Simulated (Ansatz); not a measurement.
The reference is Sn in the diamond structure (space group Fd-3m, No. 227; a = 6.566 Å).

Structures relaxed with Ansatz (a quantum-chemistry and plane-wave program) r2SCAN, no SOC.

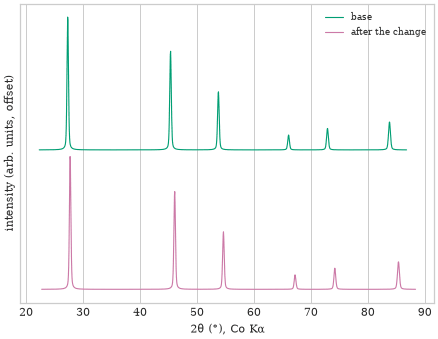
Simulated powder patterns before (top) and after one change

Question: What was done to the base?
(A) isotropic strain −0.50 %
(B) isotropic strain −1.50 %
(C) isotropic strain −3.00 %
(D) isotropic strain −2.00 %

Answer: B, isotropic strain −1.50 %. Its volume per atom is 33.82 Å³ against 35.39 Å³, and its space group is Fd-3m (No. 227).

Stability against distortions was not tested.
